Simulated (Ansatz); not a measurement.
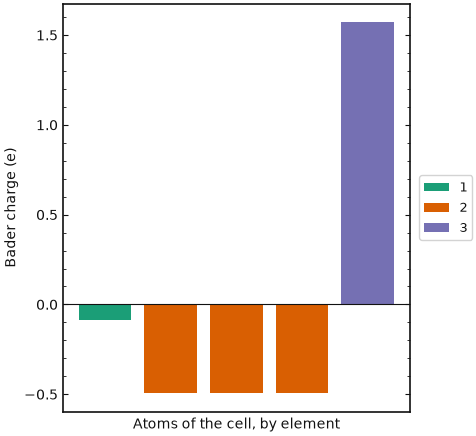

Bader charges of the atoms (positive: electrons lost).

Structure: GdOsS$_{3}$, space group P6/mmm, 5 atoms in the cell.

Computed with Ansatz 0.2.0: DFT PBE, scalar-relativistic, plane waves, PAW, spin-polarised, 12×12×8 k mesh, 420 eV cutoff, Gaussian smearing of 0.1 eV.

Question: Which number is which element?

Answer: 1 is Os; 2 is S; 3 is Gd. The Bader charges are Gd +1.57 e, Os −0.09 e and S −0.50 e.

The structure is an invented one, so it need not be a known or stable phase. Spin-orbit coupling is left out, which matters for Os and Gd.
